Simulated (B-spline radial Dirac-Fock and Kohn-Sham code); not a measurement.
The ion Ni²⁺. Computed with a B-spline radial atomic code: a Dirac–Hartree–Slater potential; 1 + βP₂(cos θ) + (δ + γ cos²θ) sin θ cos φ with E1 and E1–E2 terms. Open shells are averaged over j.

Before looking at the plot, say what to expect. Its caption: Angular distribution of photoelectrons from M2 (3p1/2) in the plane of the polarisation E (up) and the photon direction k (right), relative to an isotropic one.

At 150 eV, β = 0.468, γ = 0.134 and δ = 0.038. At 10.8 keV, β = 0.742, γ = 1.473 and δ = 0.215. At 15.0 keV, β = 0.607, γ = 1.624 and δ = 0.292. At 15.0 keV the emission 45° forward of E is 5.2 times that 45° backward, and the lobe peaks 28° from E towards k.

The computed plot:

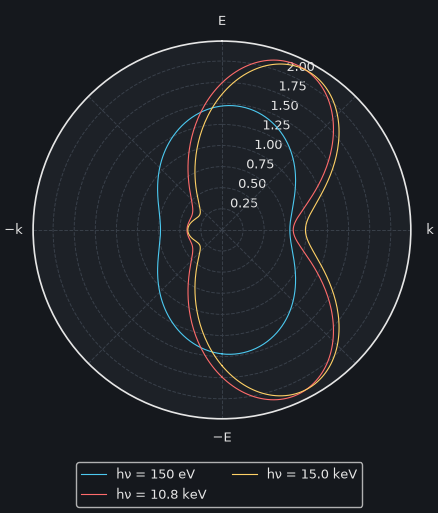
